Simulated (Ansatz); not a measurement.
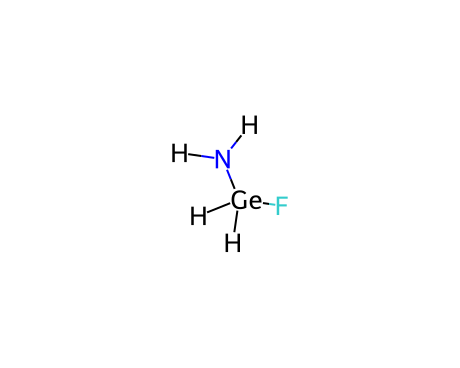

Simulated data, not a measurement (program: Ansatz).

**Write the SMILES.**

[NH2][GeH2][F]

**Give the formula, hydrogens included.**

FGeH4N.

**An optimisation with PBE0-D4/def2-TZVP gave a structure of which point group?**

Cs.
